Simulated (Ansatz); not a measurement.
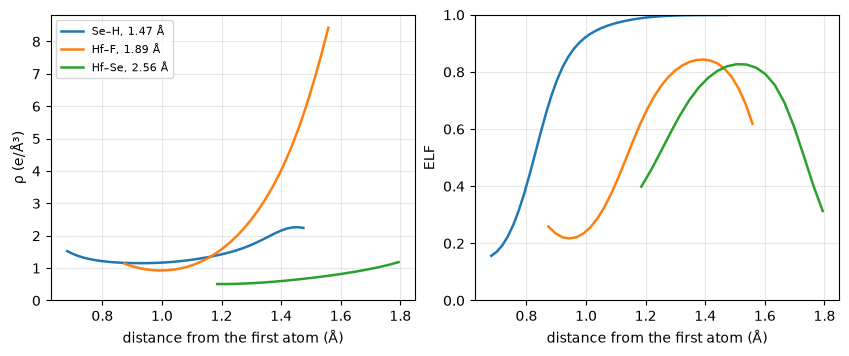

*F2H2HfSe2 (SMILES [F][Hf]([F])([SeH])[SeH]). Electron density and electron localisation function along straight lines between neighbouring atoms. The curves leave out the atomic cores.*

Geometry: PBE0-D4/def2-TZVP; core potentials replace the inner electrons of Hf.

All numbers below come from RKS PBE0-D4/def2-TZVPP (Ansatz 0.2.0).

| atom | x (Å) | y (Å) | z (Å) |
| --- | --- | --- | --- |
| F | 0.5083 | -2.2874 | -0.5122 |
| Hf | 0.1392 | -0.5336 | 0.0854 |
| F | 1.1833 | -0.1038 | 1.6017 |
| Se | -2.3747 | -0.3857 | 0.5633 |
| Se | 0.6370 | 1.1974 | -1.7506 |
| H | -2.0840 | 0.8568 | 1.3024 |
| H | 2.0521 | 1.1883 | -1.3356 |

Compare the contacts.

Se–H (1.47 Å): ρ at the midpoint is about 1.3 e/Å³; the ELF climbs to about 1 towards the hydrogen, as it does in any bond to H.
Hf–F (1.89 Å): the density is about 0.96 e/Å³ at the midpoint; the ELF peaks at about 0.85 in the valence shell of F, 0.5 Å from its nucleus, and drops to about 0.20 between the two atoms.
Hf–Se (2.56 Å): ρ is about 0.53 e/Å³ halfway; the ELF peaks at about 0.85 in the valence shell of Se, 1.1 Å from its nucleus, and is about 0.60 at the midpoint.
